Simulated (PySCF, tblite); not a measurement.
# C₂H₁₀B₃N₃O₂SSe: excited states

What do calculations give for the excited states of C₂H₁₀B₃N₃O₂SSe (`C[Se]N1BNB(S(C)(=O)=O)NB1`)?

Computed with tblite 0.8.0 and PySCF 2.14.0 and routines of our own; the level stands in each step. Atoms count from 0.

## 1. The system as given

22 atoms, charge 0, multiplicity 1; geometry from: force field or distance geometry start.

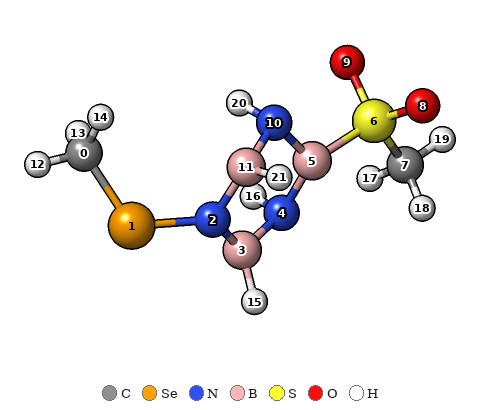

The starting geometry (carbon grey, selenium orange, nitrogen blue, boron pink, sulfur yellow, oxygen red, hydrogen white).

## 2. Geometry optimisation with GFN2-xTB

What the job is given:

```
{"job": {"kind": "relax", "xc": "GFN2-xTB", "basis": "xTB"}, "charge": 0, "multiplicity": 1}
C      4.235700     0.008000     0.187800
Se     3.218900    -0.475500    -1.370500
N      1.485700     0.010200    -1.450200
B      0.441900    -1.058800    -1.529400
N     -0.676300    -1.078200    -0.497400
B     -1.018900     0.307000    -0.000800
S     -2.577100     0.526700     0.964400
C     -3.713600    -0.809600     0.708800
O     -3.215800     1.826100     0.558300
O     -2.164100     0.630100     2.413400
N      0.134100     1.252000     0.349000
B      1.028900     1.312500    -0.891000
H      5.299900    -0.195700    -0.025100
H      4.008100    -0.596200     1.092600
H      4.171700     1.112700     0.422500
H      0.189200    -1.494900    -2.591700
H     -0.340800    -1.665800     0.298700
H     -3.258800    -1.804600     0.967800
H     -3.945900    -0.871200    -0.379700
H     -4.645100    -0.653000     1.309800
H      0.663500     0.793800     1.136100
H      0.668300     2.142300    -1.674300
```

The run is started by

```sh
OMP_NUM_THREADS=1 python excited_run.py task.json out
```

One launch serves the whole session: the jobs run in the order shown.

The program printed:

```text
step      E/eV     max force
  0    -989.36080    4.737
  1    -990.23190    1.957
  2    -990.61893    1.225
  3    -990.80734    1.068
  4    -990.95037    0.983
  5    -991.09819    1.037
  6    -991.19964    1.052
  7    -991.36203    1.158
  8    -991.57958    1.520
  9    -991.85861    1.866
 10    -992.20236    1.758
 11    -992.48697    1.864
 12    -992.63452    1.607
 13    -992.75362    2.235
 14    -992.92406    1.008
 15    -993.14321    0.975
 16    -993.32506    1.226
 17    -993.50799    1.768
 18    -993.75922    1.610
 19    -994.09290    1.220
 20    -994.18563    2.620
 21    -994.29878    2.152
 22    -994.42490    0.821
 23    -994.50000    0.507
 24    -994.59566    0.619
 25    -994.62554    0.549
 26    -994.67123    0.541
 27    -994.70708    0.536
 28    -994.74412    0.477
 29    -994.77597    0.476
 30    -994.80754    0.421
 31    -994.83400    0.338
 32    -994.85745    0.400
 33    -994.87575    0.299
 34    -994.89324    0.329
 35    -994.91005    0.260
 36    -994.92512    0.233
 37    -994.93589    0.219
 38    -994.94552    0.222
 39    -994.95480    0.216
 40    -994.96362    0.217
 41    -994.97050    0.160
 42    -994.97559    0.131
 43    -994.97950    0.134
 44    -994.98292    0.109
 45    -994.98568    0.106
 46    -994.98817    0.104
 47    -994.99068    0.114
 48    -994.99332    0.108
 49    -994.99556    0.098
 50    -994.99722    0.083
 51    -994.99868    0.098
 52    -995.00035    0.126
 53    -995.00237    0.132
 54    -995.00458    0.100
 55    -995.00665    0.104
 56    -995.00852    0.097
 57    -995.01046    0.110
 58    -995.01257    0.106
 59    -995.01459    0.092
 60    -995.01615    0.079
 61    -995.01732    0.069
 62    -995.01834    0.079
 63    -995.01937    0.083
 64    -995.02034    0.067
 65    -995.02112    0.068
 66    -995.02172    0.060
 67    -995.02226    0.057
 68    -995.02286    0.063
 69    -995.02349    0.054
 70    -995.02406    0.058
 71    -995.02454    0.050
 72    -995.02497    0.045
 73    -995.02534    0.045
 74    -995.02565    0.038
 75    -995.02593    0.038
 76    -995.02622    0.037
 77    -995.02657    0.044
 78    -995.02699    0.048
 79    -995.02745    0.053
 80    -995.02788    0.047
 81    -995.02827    0.039
 82    -995.02863    0.048
 83    -995.02903    0.049
 84    -995.02954    0.050
 85    -995.03017    0.052
 86    -995.03086    0.060
 87    -995.03152    0.070
 88    -995.03213    0.076
 89    -995.03272    0.070
 90    -995.03335    0.065
 91    -995.03406    0.073
 92    -995.03488    0.065
 93    -995.03580    0.075
 94    -995.03676    0.068
 95    -995.03777    0.093
 96    -995.03897    0.093
 97    -995.04065    0.085
 98    -995.04240    0.087
 99    -995.04391    0.084
100    -995.04555    0.096
101    -995.04695    0.108
102    -995.04681    0.166
103    -995.04826    0.050
104    -995.04857    0.049
105    -995.04903    0.048
106    -995.04929    0.047
107    -995.04990    0.048
108    -995.05021    0.044
109    -995.05052    0.040
110    -995.05074    0.036
111    -995.05097    0.033
112    -995.05122    0.045
113    -995.05148    0.033
114    -995.05173    0.039
115    -995.05200    0.041
116    -995.05243    0.049
117    -995.05299    0.059
118    -995.05383    0.069
119    -995.05471    0.071
120    -995.05550    0.121
121    -995.05611    0.130
122    -995.05744    0.092
123    -995.06003    0.082
124    -995.06297    0.103
125    -995.06465    0.086
126    -995.06595    0.099
127    -995.06679    0.139
128    -995.06803    0.108
129    -995.06900    0.076
130    -995.07020    0.076
131    -995.07172    0.076
132    -995.07268    0.071
133    -995.07346    0.063
134    -995.07415    0.101
135    -995.07501    0.066
136    -995.07571    0.043
137    -995.07619    0.038
138    -995.07648    0.033
139    -995.07670    0.033
140    -995.07698    0.045
141    -995.07731    0.064
142    -995.07762    0.047
143    -995.07787    0.054
144    -995.07811    0.043
145    -995.07836    0.047
146    -995.07862    0.048
147    -995.07885    0.039
148    -995.07905    0.033
149    -995.07925    0.035
150    -995.07947    0.048
151    -995.07975    0.055
152    -995.08006    0.052
153    -995.08043    0.048
154    -995.08087    0.069
155    -995.08140    0.059
156    -995.08201    0.055
157    -995.08264    0.052
158    -995.08306    0.044
159    -995.08358    0.061
160    -995.08421    0.069
161    -995.08512    0.083
162    -995.08616    0.066
163    -995.08702    0.062
164    -995.08747    0.066
165    -995.08788    0.059
166    -995.08827    0.054
167    -995.08887    0.051
168    -995.08920    0.055
169    -995.08980    0.047
170    -995.09020    0.048
171    -995.09077    0.083
172    -995.09155    0.100
173    -995.09244    0.120
174    -995.09308    0.147
175    -995.09417    0.066
176    -995.09475    0.050
177    -995.09504    0.043
178    -995.09540    0.045
179    -995.09572    0.052
180    -995.09598    0.037
181    -995.09614    0.027
182    -995.09624    0.035
183    -995.09640    0.030
184    -995.09660    0.028
185    -995.09681    0.029
186    -995.09699    0.026
187    -995.09720    0.028
188    -995.09739    0.029
189    -995.09759    0.030
190    -995.09779    0.030
191    -995.09803    0.039
192    -995.09832    0.043
193    -995.09865    0.037
194    -995.09899    0.045
195    -995.09930    0.045
196    -995.09963    0.044
197    -995.10003    0.040
198    -995.10050    0.052
199    -995.10097    0.061
200    -995.10141    0.071
201    -995.10187    0.080
202    -995.10239    0.065
203    -995.10299    0.049
204    -995.10347    0.047
205    -995.10390    0.056
206    -995.10426    0.057
207    -995.10451    0.037
208    -995.10465    0.034
209    -995.10473    0.032
210    -995.10483    0.028
211    -995.10493    0.032
212    -995.10509    0.029
213    -995.10521    0.032
214    -995.10536    0.031
215    -995.10551    0.029
216    -995.10569    0.035
217    -995.10589    0.034
218    -995.10611    0.035
219    -995.10634    0.037
220    -995.10657    0.036
221    -995.10685    0.033
222    -995.10714    0.044
223    -995.10737    0.026
224    -995.10753    0.037
225    -995.10766    0.032
226    -995.10781    0.026
227    -995.10798    0.033
228    -995.10815    0.021
229    -995.10827    0.021
230    -995.10836    0.022
231    -995.10840    0.045
232    -995.10850    0.024
233    -995.10854    0.011
234    -995.10857    0.010
235    -995.10859    0.010
```

Wall time 2.6 s (1 thread of Arm Neoverse V2, shared host); peak memory 0.18 GiB.

Relaxation path: (not every step is listed)

```
step  energy from step 0 (eV)  largest force (eV/Å)
   0                   0.0000                4.7370
   1                  -0.8711                1.9575
   2                  -1.2581                1.2254
   3                  -1.4465                1.0675
   4                  -1.5896                0.9827
   5                  -1.7374                1.0366
   6                  -1.8388                1.0516
   7                  -2.0012                1.1584
   8                  -2.2188                1.5198
  30                  -5.4467                0.4210
  52                  -5.6395                0.1262
  74                  -5.6649                0.0380
  96                  -5.6782                0.0934
 118                  -5.6930                0.0692
 140                  -5.7162                0.0445
 162                  -5.7254                0.0659
 184                  -5.7358                0.0283
 206                  -5.7435                0.0570
 228                  -5.7473                0.0212
 230                  -5.7476                0.0216
 231                  -5.7476                0.0449
 232                  -5.7477                0.0240
 233                  -5.7477                0.0110
 234                  -5.7478                0.0105
 235                  -5.7478                0.0100
```

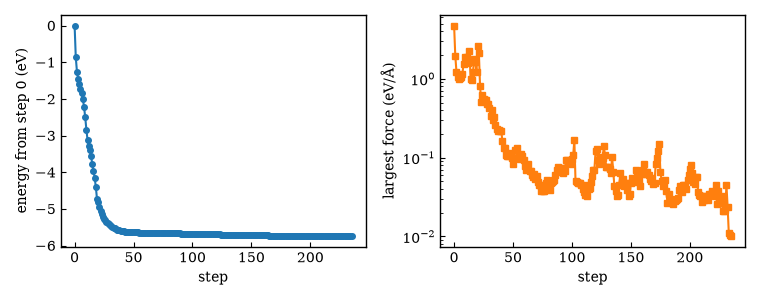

Energy and largest force along the relaxation.

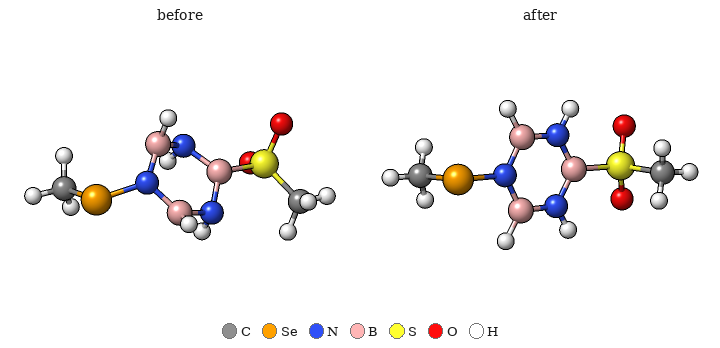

The geometry before (left) and after (right).

Close pairs (by a distance rule), those that changed most:

```
   bond  before (Å)  after (Å)  change (Å)
 B5–N10       1.531      1.394      -0.137
  N4–B5       1.511      1.395      -0.116
N10–B11       1.530      1.425      -0.105
  B3–N4       1.522      1.424      -0.098
 Se1–N2       1.802      1.891      +0.089
  N2–B3       1.496      1.422      -0.074
 N2–B11       1.489      1.422      -0.067
  S6–C7       1.773      1.835      +0.062
```

The end geometry stands in the next job.

## 3. Vibrational analysis with GFN2-xTB

What the job is given:

```
{"job": {"kind": "ir", "xc": "GFN2-xTB", "basis": "xTB"}, "charge": 0, "multiplicity": 1}
C      4.314342     0.048228    -0.466804
Se     3.091750    -0.197676    -1.973380
N      1.475598    -0.103921    -0.997016
B      0.977036    -1.295064    -0.400566
N     -0.242694    -1.187571     0.326833
B     -0.910247     0.031136     0.444286
S     -2.517516     0.098490     1.380339
C     -3.880873    -0.234687     0.198779
O     -2.731649     1.445580     1.882982
O     -2.546870    -0.985249     2.348959
N     -0.393457     1.186274    -0.141164
B      0.825141     1.155401    -0.879482
H      5.328073     0.014744    -0.856837
H      4.161037    -0.755781     0.248388
H      4.120666     1.013071    -0.005539
H      1.544303    -2.311352    -0.504469
H     -0.623354    -1.992183     0.804480
H     -3.697668    -1.198635    -0.258353
H     -3.888180     0.557267    -0.539001
H     -4.810555    -0.247988     0.753687
H     -0.879430     2.060307     0.000546
H      1.274136     2.117427    -1.367517
```

The program printed:

```text
mode    cm-1     km/mol
  1      21.3      9.14
  2      29.8      0.10
  3      37.5      7.49
  4      63.9      4.50
  5      90.0      2.48
  6     114.2      0.54
  7     150.0      0.10
  8     153.4      5.89
  9     171.5      6.97
 10     206.4      0.22
 11     249.4      3.40
 12     253.3      0.02
 13     278.6      1.67
 14     323.7      0.02
 15     337.3      5.81
 16     364.7      0.95
 17     404.7     73.54
 18     490.9    129.28
 19     505.0      3.04
 20     545.7     19.97
 21     564.1     30.52
 22     622.3     23.16
 23     694.4    115.26
 24     720.4      9.10
 25     733.9      0.27
 26     801.6     12.80
 27     804.3    251.35
 28     824.7     76.90
 29     841.0     90.47
 30     843.6      7.13
 31     853.1     63.65
 32     876.1      5.66
 33     945.3      9.72
 34     985.1      0.25
 35    1002.1     38.77
 36    1063.9     84.91
 37    1098.0    295.48
 38    1118.9      8.26
 39    1179.3     22.52
 40    1204.4    431.95
 41    1257.0     23.67
 42    1263.1     25.62
 43    1273.5     18.77
 44    1276.6    137.36
 45    1385.0    658.61
 46    1423.0     10.79
 47    1430.0      6.77
 48    1432.3      3.52
 49    1443.4     18.37
 50    1452.3    387.45
 51    2651.7    156.60
 52    2653.8     73.16
 53    3009.6      3.08
 54    3020.0      9.33
 55    3032.9      5.79
 56    3060.3      3.70
 57    3080.6      8.20
 58    3081.6     10.66
 59    3442.7     10.99
 60    3444.7      8.28
```

Run time: 1.3 s. Hardware: 1 thread of Arm Neoverse V2, shared host; peak memory 0.18 GiB.

Which atoms move in the most intense modes:

```
cm⁻¹  km/mol                                  atoms
 491   129.3              S6 31 %, O9 24 %, O8 24 %
 804   251.3  H16 28 %, H15 22 %, H20 13 %, B3 11 %
1098   295.5    O9 22 %, O8 22 %, S6 20 %, H20 11 %
1204   431.9              S6 41 %, O8 26 %, O9 26 %
1277   137.4                      B3 24 %, B11 23 %
1385   658.6             N4 25 %, N10 24 %, B5 17 %
1452   387.4             B5 53 %, N10 14 %, N4 14 %
2652   156.6                     H15 70 %, H21 22 %
```

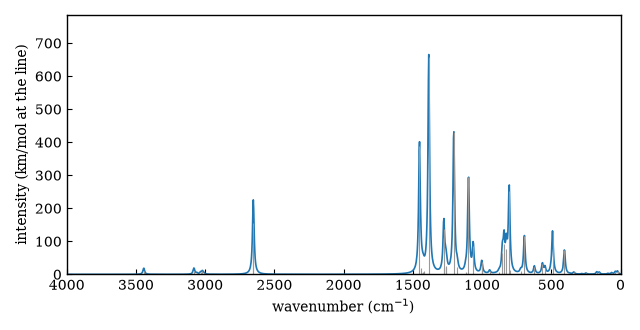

The infrared spectrum from these modes, unscaled. Lines are broadened to a width of 14 cm⁻¹ (Lorentzian).

## 4. Excited states: TDA LC-wPBE/def2-SVP

Settings changed since step 3:

```diff
@@ -1,2 +1,2 @@
-{"job": {"kind": "ir", "xc": "GFN2-xTB", "basis": "xTB"}, "charge": 0, "multiplicity": 1}
+{"job": {"kind": "states", "xc": "LC-wPBE", "basis": "def2-SVP", "tda": true, "soc": true, "nstates": 5, "ntriplets": 4, "nquad": 4}, "charge": 0, "multiplicity": 1}
 C      4.314342     0.048228    -0.466804
```

With the program's defaults for keys left out, this is: TDA LC-wPBE/def2-SVP excited states, vertical, gas phase, spin-orbit mean-field couplings.

The program printed:

```text
coarse grid: 89992 points
cycle   1  E = -3269.5338101256  dE =  2.131e+00  |g| = 1.270e+00  |ddm| = 5.281e+00
cycle   2  E = -3269.4051066852  dE =  1.287e-01  |g| = 1.609e+00  |ddm| = 2.508e+00
cycle   3  E = -3269.8779660001  dE = -4.729e-01  |g| = 1.010e-01  |ddm| = 1.421e+00
cycle   4  E = -3269.8802644010  dE = -2.298e-03  |g| = 5.198e-02  |ddm| = 1.398e-01
cycle   5  E = -3269.8808799492  dE = -6.155e-04  |g| = 1.122e-02  |ddm| = 5.332e-02
cycle   6  E = -3269.8809153540  dE = -3.540e-05  |g| = 2.727e-03  |ddm| = 1.578e-02
cycle   7  E = -3269.8809182087  dE = -2.855e-06  |g| = 9.195e-04  |ddm| = 4.925e-03
final grid: 189976 points
cycle   8  E = -3269.8810567882  dE = -3.259e-07  |g| = 9.818e-04  |ddm| = 2.609e-03
cycle   9  E = -3269.8810568576  dE = -6.938e-08  |g| = 1.023e-03  |ddm| = 1.640e-03
cycle  10  E = -3269.8810570629  dE = -2.053e-07  |g| = 1.207e-04  |ddm| = 7.733e-04
cycle  11  E = -3269.8810570686  dE = -5.739e-09  |g| = 5.974e-05  |ddm| = 1.815e-04
cycle  12  E = -3269.8810570714  dE = -2.816e-09  |g| = 2.453e-05  |ddm| = 1.933e-04
cycle  13  E = -3269.8810570716  dE = -1.892e-10  |g| = 6.133e-06  |ddm| = 3.823e-05
converged SCF energy = -3269.8810570716

Singlet excitations
state   eV       nm        f     d(h-e)  d(exc)  Lambda  PR(NTO)  |dmu|/D   mu/D   main configurations
  1   4.5696   271.3   0.00044   0.163   2.201   0.581   1.004    0.673    4.549   H->L+1 0.94
  2   5.9815   207.3   0.01923   1.214   2.888   0.492   1.037    4.827    2.785   H-1->L 0.89
  3   6.4573   192.0   0.00217   0.892   2.875   0.458   1.022    2.645    6.746   H->L+3 0.65, H->L 0.22
  4   6.8295   181.5   0.00061   2.311   3.468   0.232   1.079    8.255   11.836   H->L+2 0.92
  5   6.9144   179.3   0.00616   1.276   3.048   0.297   1.116                     H-2->L 0.71, H-4->L 0.09

Triplet excitations (Tamm-Dancoff)
state   eV     d(h-e)  d(exc)  Lambda  PR(NTO)   main configurations
  1   3.6638   0.212   2.155   0.583   1.004   H->L+1 0.94
  2   5.2914   1.030   2.772   0.488   1.023   H-1->L 0.86
  3   5.3446   0.504   2.367   0.531   1.006   H->L+3 0.85
  4   6.0561   0.413   2.452   0.591   1.035   H-3->L+1 0.79, H-7->L+1 0.11
S1 - T1 = 0.9057 eV

Spin-orbit couplings |<S|Hso|T>| (cm-1)
             T1       T2       T3       T4
S0      982.497   28.446  777.178  574.945
S1       54.906    9.369  416.224  565.465
S2        6.702    4.141    6.947    2.788
S3      380.648   15.071   56.642   42.249
S4       48.519    4.235    9.632    6.149
S5       68.478   35.247    8.594    3.556
T1 sublevels (cm-1): 0.000 8.106 27.131   radiative rates (1/s): 869 898 1.05e+04
```

Wall time 2.2 min (1 thread of Arm Neoverse V2, shared host); peak memory 1.3 GiB.

From this job:

```
  quantity    value
S1 less T1  0.91 eV
```

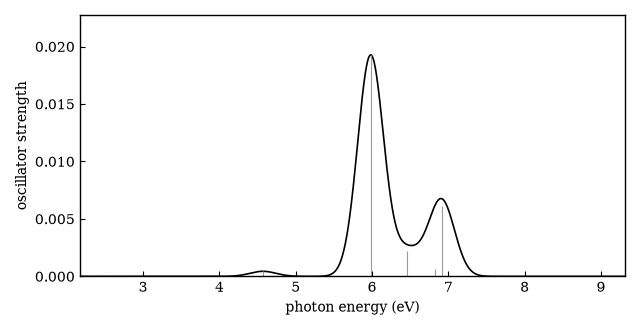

Absorption lines of the singlets. Lines are broadened to a width of 0.40 eV (Gaussian).

## 5. Results

```
                                 quantity                  value
strongest single infrared mode (GFN2-xTB)  1385 cm⁻¹, 659 km/mol
             zero-point energy (GFN2-xTB)          95.3 kcal/mol
S1 less T1 (step 4, TDA LC-wPBE/def2-SVP)                0.91 eV
```

**Reading.** No mode is imaginary among the 60: a minimum at this level. The strongest single mode, at 1385 cm⁻¹, is spread over several atoms, N4, N10, B5 among them. GFN2-xTB is a fitted tight-binding method: band positions and strengths are rough. Its intensities can rank the bands wrongly. Scalar relativity is left out for the heavy atoms. In step 4, the number of triplets below S1 is 1, and the largest singlet-triplet spin-orbit coupling is S0–T1, 982.50 cm⁻¹.
